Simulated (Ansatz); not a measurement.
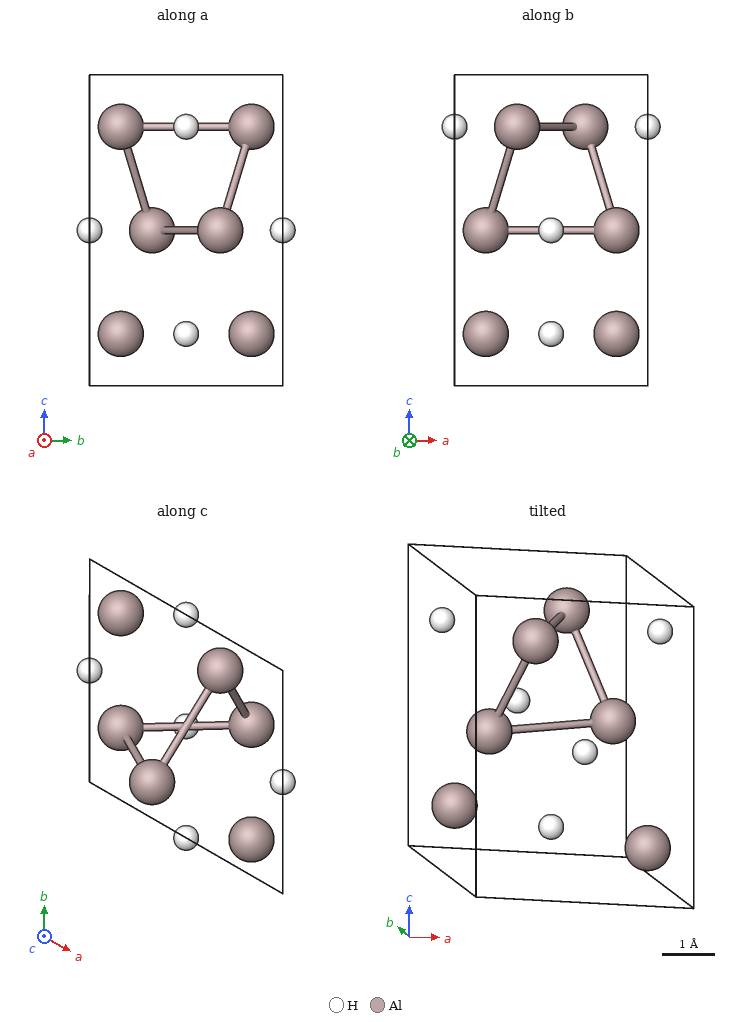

Structure drawing (ball-and-stick), viewed along the a axis, along the b axis, along the c axis and slightly off an axis. The conventional unit cell is outlined; an atom on or near a face, edge or corner is repeated at each equivalent position.

Lattice parameters: a = 4.3621 Å, b = 4.3621 Å, c = 6.0762 Å, α = 90.000°, β = 90.000°, γ = 120.000°.

> Transcribe the picture into a CIF in P1 with every atom of the cell, with free fractional coordinates to two decimals.

```cif
data_structure
_symmetry_space_group_name_H-M 'P 1'
_symmetry_Int_Tables_number 1
_cell_length_a 4.3621
_cell_length_b 4.3621
_cell_length_c 6.0762
_cell_angle_alpha 90.000
_cell_angle_beta 90.000
_cell_angle_gamma 120.000
_cell_volume 100.13
loop_
_atom_site_label
_atom_site_type_symbol
_atom_site_fract_x
_atom_site_fract_y
_atom_site_fract_z
_atom_site_occupancy
H1 H 0.50 0.50 0.1667 1
H2 H 0.00 0.50 0.8333 1
H3 H 0.50 0.00 0.50 1
Al1 Al 0.84 0.16 0.1667 1
Al2 Al 0.68 0.84 0.8333 1
Al3 Al 0.84 0.68 0.50 1
Al4 Al 0.16 0.84 0.1667 1
Al5 Al 0.32 0.16 0.8333 1
Al6 Al 0.16 0.32 0.50 1
```

The geometry is that of a generated cell, made by putting these elements into a known structure type (the compound may or may not exist in this form), without relaxation. Ansatz was used for an electronic-structure calculation on it.

At this level of theory the cell isn't at rest (compressed, at 21 GPa and forces up to 1.7 eV/Å), so its distances can differ from those at equilibrium, the more so the softer the solid.
